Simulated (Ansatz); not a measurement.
**Ga2H2 (singlet): PBE, r2SCAN, PBE0, B3LYP, wB97M-V, B2PLYP, RPA-PBE over vertical spin and charge gaps, cc-pVDZ**

Aim: run Ga2H2 (singlet) with these functionals over vertical spin and charge gaps, and hold them against the top wave-function level at the same points.

Program: Ansatz 0.2.0, Gaussian basis. Level of theory: cc-pVDZ, all electrons in the functionals, frozen cores in the correlation of double hybrids and RPA. These are calculated values, not measurements.

To be run: PBE, r2SCAN, PBE0, B3LYP, wB97M-V, B2PLYP, RPA-PBE, at charge 0, singlet; charge 0, triplet; charge 1, doublet.

4 further runs of the same task are left out: 4 set aside as unsound or not needed.

## (1) The system

The geometry is a PBE0/def2-TZVP stationary point (not a proven minimum). No spin-orbit coupling is included. The filled d shell of Ga may be among the frozen orbitals whatever the setting's name suggests; the logs give the count.

4 atoms, charge 0, spin multiplicity 1.

Atoms are counted from 1 here; the program's logs count them from 0.

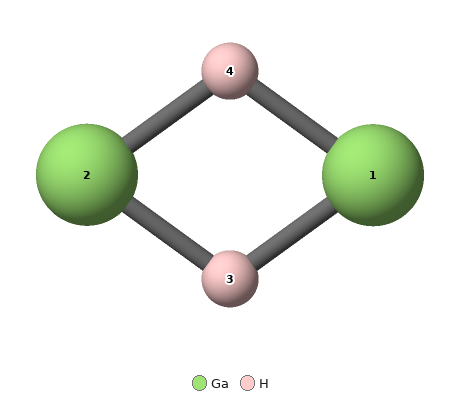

The structure; gallium green, hydrogen pink; atoms are numbered from 1 in the order of the file.

No dispersion term is added; wB97M-V holds VV10 nonlocal correlation. B3LYP takes the VWN-RPA correlation.

The geometry shown and the zero of energy belong to the point charge 0, singlet. The yardstick, UCCSDTQ, and other wave-function levels (R restricted, U unrestricted, valence and pair active spaces) come from earlier runs.

## (2) PBE, charge 0, singlet

in.yaml reads:

```yaml
crystal:
  periodic: [false, false, false]
  atoms:
    - {symbol: Ga, position_ang: [0.000000, 0.000001, 1.506303]}
    - {symbol: Ga, position_ang: [0.000000, -0.000001, -1.506303]}
    - {symbol: H, position_ang: [0.000000, 1.097066, -0.000042]}
    - {symbol: H, position_ang: [0.000000, -1.097066, 0.000042]}
basis:
  gaussian: {orbitals: cc-pVDZ}
magnetization: {spin_polarized: true, initial_magnetization: 0}
hamiltonian: {xc: {name: PBE}}
output: {orbitals: {seedname: orbitals}}
```

Run with:

```sh
ansatz run in.yaml --threads 1 --pin off --events-out ev --progress --plain --max-ram 3968MiB --backend cpu
```

After this run come: PBE, charge 0, triplet; PBE, charge 1, doublet; r2SCAN, charge 0, singlet; r2SCAN, charge 0, triplet; r2SCAN, charge 1, doublet; PBE0, charge 0, singlet; PBE0, charge 0, triplet; PBE0, charge 1, doublet; B3LYP, charge 0, singlet; B3LYP, charge 0, triplet; B3LYP, charge 1, doublet; wB97M-V, charge 0, singlet; wB97M-V, charge 0, triplet; wB97M-V, charge 1, doublet; B2PLYP, charge 0, singlet; B2PLYP, charge 0, triplet; B2PLYP, charge 1, doublet; RPA-PBE, charge 0, singlet; RPA-PBE, charge 0, triplet; RPA-PBE, charge 1, doublet.

**Question.** What will the summary of the whole plan be? Wanted: singlet to triplet, UCCSDTQ; ionisation to the doublet cation, UCCSDTQ; largest miss, PBE; largest miss, r2SCAN; largest miss, PBE0; largest miss, B3LYP; largest miss, wB97M-V; largest miss, B2PLYP; largest miss, RPA-PBE.

The runs gave:

```
                                 quantity                                            value
              singlet to triplet, UCCSDTQ                                     129.8 kJ/mol
ionisation to the doublet cation, UCCSDTQ                                     707.0 kJ/mol
                        largest miss, PBE  +10.2 kJ/mol (ionisation to the doublet cation)
                     largest miss, r2SCAN  +13.4 kJ/mol (ionisation to the doublet cation)
                       largest miss, PBE0  +11.6 kJ/mol (ionisation to the doublet cation)
                      largest miss, B3LYP  +22.2 kJ/mol (ionisation to the doublet cation)
                    largest miss, wB97M-V                +38.2 kJ/mol (singlet to triplet)
                     largest miss, B2PLYP                +12.7 kJ/mol (singlet to triplet)
                    largest miss, RPA-PBE  +11.1 kJ/mol (ionisation to the doublet cation)
                   largest miss, RCCSD(T)                 +3.9 kJ/mol (singlet to triplet)
                   largest miss, UCCSD(T)                 +3.3 kJ/mol (singlet to triplet)
```

What this shows: Of the functionals, PBE keep the smallest largest miss at the points compared (at most 10.2 kJ/mol) and wB97M-V strays most (38.2 kJ/mol, at singlet to triplet). Functionals and the yardstick converge differently with the basis, so part of each miss in cc-pVDZ is the basis.
